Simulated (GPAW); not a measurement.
# Collinear magnetic orders of 1 ML Cr on Mo(110), 2 substrate layers with GPAW, part 2 of 2

A self-consistent run ends on one state, which hangs on the start. Several orders of 1 ML Cr on Mo(110), 2 substrate layers are started in GPAW and their energies compared.

GPAW 26.7.0; revPBE; plane waves with GPAW's PAW setups, scalar-relativistic.

So far, largest spin moment in the augmentation sphere (μB): step 2 (start 1: ferro +) 2.48; step 3 (run 2 (antiferro q=(0,1/2,0) +-)) 2.82.

## (4) Order 3, typed as antiferro q=(1/2,1/2,0) +-

An opposed order shows whether the pairs that it reverses prefer unlike signs.

This order needs a doubled cell of 6 atoms. Its mesh is chosen so that both cells sample the same points.

order3.py reads:

```python
import json
import numpy as np
from ase import Atoms
from ase.parallel import paropen, parprint
from gpaw import GPAW

atoms = Atoms(['Mo', 'Mo', 'Mo', 'Mo', 'Cr', 'Cr'],
    cell=[[3.14683, -4.45029, 0.0],
         [3.14683, 0.0, 0.0],
         [0.0, 0.0, 18.348301]],
    scaled_positions=[[0.0, 0.0, 0.381507],
         [0.5, 0.0, 0.381507],
         [0.0, 0.5, 0.502779],
         [0.5, 0.5, 0.502779],
         [0.0, 0.0, 0.618493],
         [0.5, 0.0, 0.618493]],
    pbc=True,
    magmoms=[0.0, 0.0, 0.0, 0.0, 2.5, -2.5])
atoms.calc = GPAW(mode={'name': 'pw', 'ecut': 550},
    xc='revPBE',
    kpts={'size': (5, 10, 1), 'gamma': True},
    occupations={'name': 'fermi-dirac', 'width': 0.1},
    convergence={'density': 1e-05, 'energy': 1e-05},
    maxiter=200,
    symmetry={'tolerance': 1e-4},
    txt='order3.txt')
e = atoms.get_potential_energy(force_consistent=True)
res = {'free_energy': e, 'energy_sigma0': atoms.get_potential_energy(), 'fermi_energy': atoms.calc.get_fermi_level()}
res['moments'] = atoms.get_magnetic_moments().tolist()
res['total'] = atoms.get_magnetic_moment()
parprint('site moments (muB):', np.round(res['moments'], 3))
parprint(f"total moment: {res['total']:.3f} muB")
parprint(f'free energy: {e:.6f} eV')
atoms.calc.write('order3.gpw')
with paropen('results.json', 'w') as f:
    json.dump(res, f)
```

Launch:

```sh
OMP_NUM_THREADS=1 mpirun -n 2 gpaw python order3.py > order3.log
```

Output:

```text
site moments (muB): [ 0.103 -0.103 -0.318  0.318  2.822 -2.822]
total moment: 0.000 muB
free energy: -56.523421 eV

--- order3.txt ---
Input parameters:
  mode=PW(ecut=550),
  convergence={'density': 1e-05, 'energy': 1e-05},
  kpts=MonkhorstPack(size=(5, 10, 1), gamma=True),
  maxiter=200,
  occupations=Occupations(name='fermi-dirac', width=0.1),
  symmetry=Symmetry(tolerance=0.0001),
  xc=XC(name='revPBE')

[...]
|         28 |         0.509 |     1.000 |         0.509 |     1.000 |
[...]
|         38 |         3.052 |     0.000 |         3.052 |     0.000 |
|         39 |         3.254 |     0.000 |         3.254 |     0.000 |
|         40 |         3.399 |     0.000 |         3.399 |     0.000 |
|        ... |               |           |               |           |
|         44 |         4.184 |     0.000 |         4.184 |     0.000 |

No gap
No difference between direct/indirect transitions

[key lines of the parts left out:]
Free energy:     -56.523421
Converged in 32 steps
dipole moment: (-69.827666, 44.008456, 0.039843)  # |e|*Ang
Fermi level: 1.581
```

It took 9 min on 2 MPI ranks of Arm Neoverse V1, shared host; peak memory 0.95 GiB; 18 min of CPU time.

Spin moment in the augmentation sphere by atom:

```
atom  spin moment in the augmentation sphere (μB)
 Mo1                                         0.10
 Mo2                                        -0.10
 Mo3                                        -0.32
 Mo4                                         0.32
 Cr5                                         2.82
 Cr6                                        -2.82
```

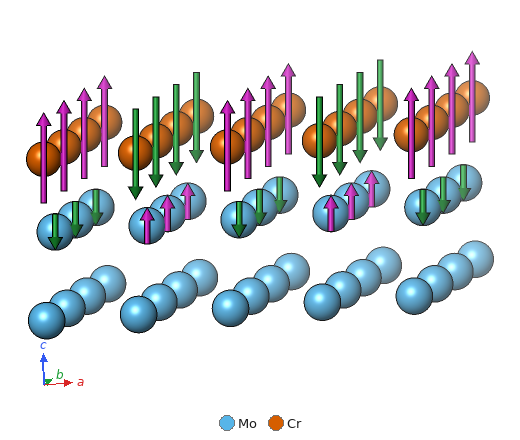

Spin moment in the augmentation sphere as arrows, the longest 2.82 μB. Up and down stand for the sign. Arrows give size and sign along the axis of quantisation, drawn up and down the page. Each arrow also spans its atom, so small moments look longer than they are. The two directions have two colours. 2×3×1 cells are drawn. Some periodic images of atoms are drawn too.

Numbers from this step:

* magnetization: 0 μB
* final state: antiferromagnetic

It lies 380 meV a seeded atom under the first start, and its largest moment is 2.82 μB against 2.48 μB.

## (5) Start 4: no spin polarisation

This run holds no moments, which gives a state to set the others against.

nospin.py reads:

```python
import json
import numpy as np
from ase import Atoms
from ase.parallel import paropen, parprint
from gpaw import GPAW

atoms = Atoms(['Mo', 'Mo', 'Cr'],
    cell=[[1.573415, -2.225145, 0.0],
         [1.573415, 2.225145, 0.0],
         [0.0, 0.0, 18.348301]],
    scaled_positions=[[0.0, 0.0, 0.381507],
         [0.5, 0.5, 0.502779],
         [0.0, 0.0, 0.618493]],
    pbc=True)
atoms.calc = GPAW(mode={'name': 'pw', 'ecut': 550},
    xc='revPBE',
    kpts={'size': (10, 10, 1), 'gamma': True},
    occupations={'name': 'fermi-dirac', 'width': 0.1},
    convergence={'density': 1e-05, 'energy': 1e-05},
    maxiter=200,
    symmetry={'tolerance': 1e-4},
    txt='nospin.txt')
e = atoms.get_potential_energy(force_consistent=True)
res = {'free_energy': e, 'energy_sigma0': atoms.get_potential_energy(), 'fermi_energy': atoms.calc.get_fermi_level()}
parprint(f'free energy: {e:.6f} eV')
atoms.calc.write('nospin.gpw')
with paropen('results.json', 'w') as f:
    json.dump(res, f)
```

Launch:

```sh
OMP_NUM_THREADS=1 mpirun -n 2 gpaw python nospin.py > nospin.log
```

Output:

```text
free energy: -27.808351 eV

--- nospin.txt ---
Input parameters:
  mode=PW(ecut=550),
  convergence={'density': 1e-05, 'energy': 1e-05},
  kpts=MonkhorstPack(size=(10, 10, 1), gamma=True),
  maxiter=200,
  occupations=Occupations(name='fermi-dirac', width=0.1),
  symmetry=Symmetry(tolerance=0.0001),
  xc=XC(name='revPBE')

Diagonalizing LCAO Hamiltonian
Converting LCAO to pw mode

       Cr

           Mo

       Mo

[...]
|          0 |       -59.779 |     2.000 |
|        ... |               |           |
|         10 |        -2.796 |     2.000 |
|         11 |        -1.379 |     2.000 |
|         12 |        -0.338 |     2.000 |
|         13 |         0.144 |     2.000 |
[...]
|         21 |         2.558 |     0.000 |
|         22 |         2.869 |     0.000 |
|         23 |         3.133 |     0.000 |
|         24 |         3.343 |     0.000 |

No gap
No difference between direct/indirect transitions

[key lines of the parts left out:]
Free energy:     -27.808351
Converged in 18 steps
dipole moment: (-19.441669, 0.000000, 0.013234)  # |e|*Ang
Fermi level: 1.441
```

It took 36 s on 2 MPI ranks; peak memory 0.45 GiB; 73 s of CPU time.

This step gave:

```yaml
final_state: non-magnetic (no spin polarisation)
```

It lies 72.9 meV a seeded atom over the first start.

## (6) Another try

A slip in the input shows what the program catches and what it lets pass.

run.py reads:

```python
import json
import numpy as np
from ase import Atoms
from ase.parallel import paropen, parprint
from gpaw import GPAW

atoms = Atoms(['Mo', 'Mo', 'Cr'],
    cell=[[1.573415, -2.225145, 0.0],
         [1.573415, 2.225145, 0.0],
         [0.0, 0.0, 18.348301]],
    scaled_positions=[[0.0, 0.0, 0.381507],
         [0.5, 0.5, 0.502779],
         [0.0, 0.0, 0.618493]],
    pbc=True,
    magmoms=[0.0, 0.0, 2.5])
atoms.calc = GPAW(mode={'name': 'pw', 'ecut': 150},
    xc='revPBE',
    kpts={'size': (10, 10, 1), 'gamma': True},
    occupations={'name': 'fermi-dirac', 'width': 0.1},
    convergence={'density': 1e-05, 'energy': 1e-05},
    maxiter=100,
    symmetry={'tolerance': 1e-4},
    txt='run.txt')
e = atoms.get_potential_energy(force_consistent=True)
res = {'free_energy': e, 'energy_sigma0': atoms.get_potential_energy(), 'fermi_energy': atoms.calc.get_fermi_level()}
res['moments'] = atoms.get_magnetic_moments().tolist()
res['total'] = atoms.get_magnetic_moment()
parprint('site moments (muB):', np.round(res['moments'], 3))
parprint(f"total moment: {res['total']:.3f} muB")
parprint(f'free energy: {e:.6f} eV')
atoms.calc.write('run.gpw')
with paropen('results.json', 'w') as f:
    json.dump(res, f)
```

Launch:

```sh
OMP_NUM_THREADS=1 mpirun -n 2 gpaw python run.py > run.log
```

Output:

```text
site moments (muB): [ 0.076 -0.277  3.01 ]
total moment: 3.355 muB
free energy: -20.024571 eV

--- run.txt ---
Input parameters:
  mode=PW(ecut=150),
  convergence={'density': 1e-05, 'energy': 1e-05},
  kpts=MonkhorstPack(size=(10, 10, 1), gamma=True),
  maxiter=100,
  occupations=Occupations(name='fermi-dirac', width=0.1),
  symmetry=Symmetry(tolerance=0.0001),
  xc=XC(name='revPBE')

Diagonalizing LCAO Hamiltonian
Converting LCAO to pw mode

       Cr

           Mo

       Mo

Atoms  # Å, Bohr magnetons
|   | symbol |        x |        y |         z |    initial magnetic moments |
|---|--------|----------|----------|-----------|-----------------------------|
| 0 |     Mo | 0.000000 | 0.000000 |  7.000005 | ( 0.0000,  0.0000,  0.0000) |
| 1 |     Mo | 1.573415 | 0.000000 |  9.225140 | ( 0.0000,  0.0000,  0.0000) |
| 2 |     Cr | 0.000000 | 0.000000 | 11.348296 | ( 0.0000,  0.0000,  2.5000) |

Number of symmetries: 4

BZ-sampling:
  Number of BZ points: 100
  Number of IBZ points: 31

  Monkhorst-Pack size: [10, 10, 1]
  Monkhorst-Pack shift: [0.05, 0.05, 0.0]

Plane wave coefficients: 545
Cutoff: 150.0 eV

Spin-components: 2 (collinear spins)
Bands:           26
Projectors:      18
Spin-degeneracy: 1
Datatype:        complex128

Parallelization:
  kpt:    2
  domain: 1
  band:   1

Density:
  Valence electrons: 34.0
  Components: 2
  Grid points: [ 8  8 54]
  Charge: 0.0  # |e|

Potential:
  Grid points: [ 8  8 54]

[... setups left out ...]
Reference energy: -248865.021045  # eV

convergence criteria:
- Maximum integral of absolute [dens]ity change: 1e-05 electrons / valence electron
- Maximum [total energy] change in last 3 cyles: 1e-05 eV / valence electron
- Maximum integral of absolute [eigenst]ate change: 4e-08 eV^2 / valence electron
maximum number of iterations: 100

SCF iterations
|iter     |      energy | eigst |  dens |  magmom |
|---------|-------------|-------|-------|---------|
|iter:   1|       0s |  -27.470761 | -0.46 |       |  +2.4888|
|iter:   2|       1s |  -43.212662 | -0.22 | -0.58 |  +2.4473|
|iter:   3|       2s |  -22.116727 | -0.97 | -0.41 |  +2.4410|
|iter:   4|       3s |  -22.349996 | -1.85 | -0.83 |  +2.4264|
|iter:   5|       4s |  -20.165803 | -1.56 | -0.78 |  +2.3359|
|iter:   6|       4s |  -19.816796 | -1.80 | -1.11 |  +2.2581|
|iter:   7|       5s |  -19.816942 | -3.34 | -1.33 |  +2.2279|
|iter:   8|       6s |  -19.861677 | -2.59 | -1.36 |  +2.1473|
|iter:   9|       7s |  -19.833891 | -3.02 | -1.37 |  +2.1602|
[...]
|iter:  18|      16s |  -19.962639 | -4.16 | -2.33 |  +3.2887|
|iter:  19|      17s |  -19.963957 | -4.52 | -2.73 |  +3.3379|
|iter:  20|      18s |  -19.963671 | -4.71 | -2.54 |  +3.3762|
|iter:  21|      19s |  -19.963267 | -5.49 | -2.95 |  +3.3415|
|iter:  22|      20s |  -19.963380 | -6.28 | -3.50 |  +3.3574|
|iter:  23|      20s |  -19.963364c| -7.31 | -3.80 |  +3.3569|
|iter:  24|      21s |  -19.963354c| -7.77c| -4.01 |  +3.3554|
|iter:  25|      22s |  -19.963352c| -7.65c| -4.24 |  +3.3552|
|iter:  26|      22s |  -19.963348c| -7.97c| -4.82 |  +3.3551|
|iter:  27|      23s |  -19.963349c| -8.40c| -5.08c|  +3.3550|

Converged in 27 steps
Energy contributions relative to reference atoms: (reference = -248865.021045)

Energy contributions:
  Kinetic:         -19.603564
  Coulomb:           9.418718
  Zero:              1.033871
  External:          0.000000
  Xc:              -10.751150
  Entropy:          -0.122445
  Spinorbit:         0.000000
  ----------------------------
  Free energy:     -20.024571
  Extrapolated:    -19.963349

dipole moment: (-19.498026, 0.000000, 0.058672)  # |e|*Ang

Total magnetic moment: (0.000000, 0.000000, 3.354997)

Local magnetic moments
|        x |        y |         z |
|----------|----------|-----------|
| 0.000000 | 0.000000 |  0.075629 |  # Mo   0
| 0.000000 | 0.000000 | -0.276996 |  # Mo   1
| 0.000000 | 0.000000 |  3.009615 |  # Cr   2

Fermi level: 1.822
Eigenvalues  # (at kpt = [0.000, 0.000, 0.000])
| band index |      eig [eV] | occ [0-1] |      eig [eV] | occ [0-1] |
|------------|---------------|-----------|---------------|-----------|
|          0 |       -59.359 |     1.000 |       -59.485 |     1.000 |
|        ... |               |           |               |           |
|         10 |        -2.884 |     1.000 |        -2.241 |     1.000 |
|         11 |        -1.086 |     1.000 |        -1.072 |     1.000 |
|         12 |        -0.440 |     1.000 |         0.009 |     1.000 |
|         13 |         0.014 |     1.000 |         0.484 |     1.000 |
|         14 |         0.248 |     1.000 |         1.567 |     0.928 |
|         15 |         0.431 |     1.000 |         1.611 |     0.892 |
|         16 |         0.658 |     1.000 |         2.261 |     0.012 |
[...]
|         21 |         2.559 |     0.001 |         3.653 |     0.000 |
|         22 |         3.390 |     0.000 |         3.868 |     0.000 |
|         23 |         3.498 |     0.000 |         4.061 |     0.000 |
|         24 |         3.837 |     0.000 |         4.344 |     0.000 |
|         25 |         4.146 |     0.000 |         4.589 |     0.000 |

No gap
No difference between direct/indirect transitions
```

The job ended after 27 s (2 MPI ranks; peak memory 0.32 GiB).

The run converged, but its input is faulty, so its numbers are not to be trusted.

The fault in the input: a cutoff far too low.

The largest moment is 3.01 μB against 2.48 μB in the first run, and the free energy lies +7.86 eV from it.

So small a basis of waves describes the states badly; the cutoff must rise until moments and differences stand still.

## (7) Ranking

These are free energies at a smearing of 0.1 eV, so its entropy term is in the differences. They are divided by the number of seeded atoms, so that cells of unlike size compare. Wavevectors q in the names are fractions of the reciprocal vectors of the first run's cell.

Orders:

```
                     start        final state  typed order kept  energy over the lowest (meV a seeded atom)  largest site moment (μB)  net moment (μB a primitive cell)  mesh matched  CPU time (s)
                   ferro +      ferromagnetic               yes                                       380.4                     2.481                             2.732           yes         293.2
  antiferro q=(0,1/2,0) +-  antiferromagnetic               yes                                         157                     2.822                                 0           yes         873.9
antiferro q=(1/2,1/2,0) +-  antiferromagnetic               yes                                           0                     2.822                                 0           yes          1074
      no spin polarisation       non-magnetic                 -                                       453.4                         0                                 0           yes         72.62
```

## (8) Results

| Quantity | Value |
| --- | --- |
| lowest state found | antiferromagnetic (typed antiferro q=(1/2,1/2,0) +-) |
| largest site moment | 2.82 μB |
| next state | antiferromagnetic, 157 meV a seeded atom higher |
| energy gained by spin polarisation | 453 meV a seeded atom |

In words: The lowest state found is antiferromagnetic, reached from the start antiferro q=(1/2,1/2,0) +-, with moments up to 2.82 μB. The next state costs 157 meV a seeded atom. Only 4 starts are shown; other collinear patterns, canted and longer-period orders are not.

[Logs and program files are shortened in this print: banners, set-up blocks, solver, clock and traceback lines can be left out without a mark of their own.]

[Logs are printed without paths, hosts, clocks, repeated set-up lines and the standing remarks that a program may print on its own settings, such as how far it seeks lower states.]

[Hosts, paths, dates, database ids (printed as entryN), source tags and the programs' standing remarks are cut or masked in the printed files.]

[Where a cell is said to come from a database of computed structures, the database is the Materials Project.]
